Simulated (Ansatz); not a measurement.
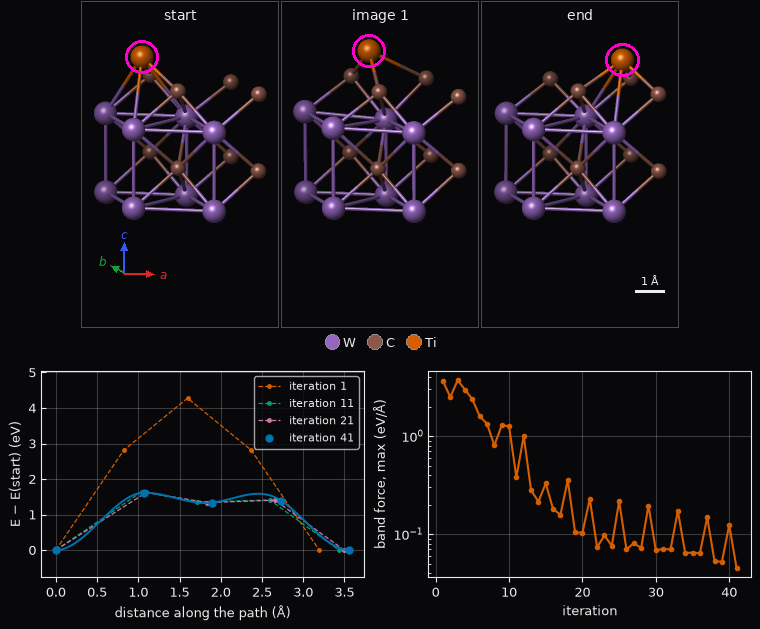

NEB run on Ti on WC(001) (17 atoms in the cell). Images are numbered from 0 (start) to 4 (end). The plot follows the band through its iterations. Style: ball-and-stick. Shown: the simulation cell, with the vacuum cut short (origin moved), slightly off an axis. The moving atom is ringed, with any periodic copies. Bonds to atoms that aren't drawn are left out.

Theory: DFT PBE, scalar-relativistic, plane waves, PAW (Ansatz 0.2.0). Set-up: plane-wave cutoff 420 eV; k-point mesh 4 × 4 × 1; Gaussian smearing 0.05 eV; 4 atoms held fixed; 3 movable images; climbing image; force threshold 0.05 eV/Å; iteration limit 56; spring constant 1.0 eV/Å²; optimiser L-BFGS; starting path by image-dependent pair potential.

### How did the profile develop, and is the result final?

The run is converged, with reservations. The band converged in 41 iterations. The largest component of the band force went from 3.6 to 0.045 eV/Å. The climbing image converged on the top of the path. A check of its curvatures found one unstable direction (−4.1 eV/Å²), as a transition state must have. The first iteration put the highest image at 4.28 eV. The barrier is about 1.62 eV in both directions, with image 1 at the top; the ends have the same energy. The profile has 2 maxima (images 1, 3) with a dip at image 2 (+1.33 eV), so the process runs in steps.

Limits of the set-up: the periodic images lie only 5.8 Å apart, so the values are limited by the cell's size.

PAW datasets: the set soft_1.
